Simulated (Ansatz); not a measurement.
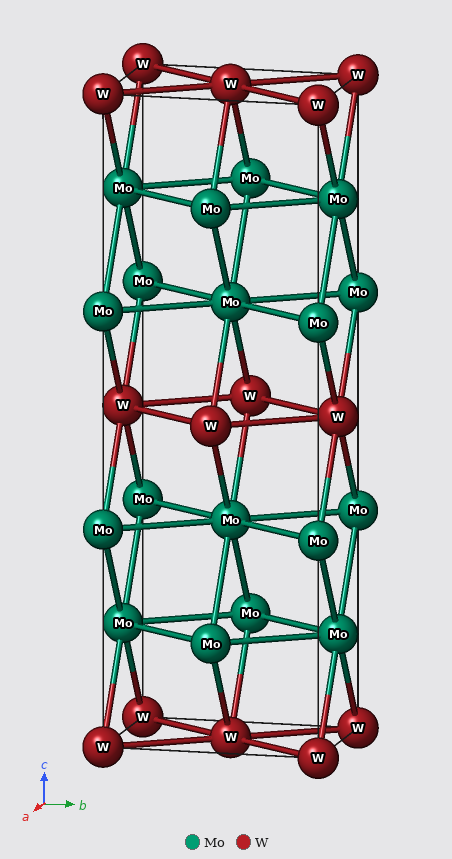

Shown here is a ball-and-stick view of the crystal, taken slightly off an axis. The box is the conventional unit cell; atoms on or close to its faces, edges and corners are drawn wherever they repeat.

Mo₂W, space group Fmmm (No. 69), a = 3.169 Å, b = 4.484 Å, c = 13.434 Å, α = 90.00°, β = 90.00°, γ = 90.00°. The structure comes from a structure type filled with these elements by a generator (whether the compound takes this form wasn't checked). Earlier steps of the study may have refined or changed the cell and positions. It was run through Ansatz as a DFT input.

This one geometry was computed with Ansatz (DFT, plane waves, PAW) at four levels of theory: PBE with spin-orbit coupling, LDA, PBE and r2SCAN.

Which level gives the highest pressure at this volume, and what does that say about its equilibrium volume?

Answer. Highest: PBE with spin-orbit coupling (0.1 GPa) and PBE (0.0 GPa), which points to the largest equilibrium volume. Lowest, with the smallest volume: LDA (-13.0 GPa). Levels within 0.5 GPa of each other can't be told apart.

How does the band gap change with the level of theory?

Answer. All levels give a metal.

Collect the results in a table.

Answer.
| level | cutoff (eV) | k-mesh of the run's cell | gap (eV) | pressure (GPa) |
| --- | --- | --- | --- | --- |
| PBE with spin-orbit coupling | 420 | 18×18×18 | metal | 0.1 |
| LDA | 420 | 18×18×18 | metal | -13.0 |
| PBE | 420 | 18×18×18 | metal | 0.0 |
| r2SCAN | 500 | 18×18×18 | metal | -3.1 |

Gaps are taken on the k-mesh or band path of each run.
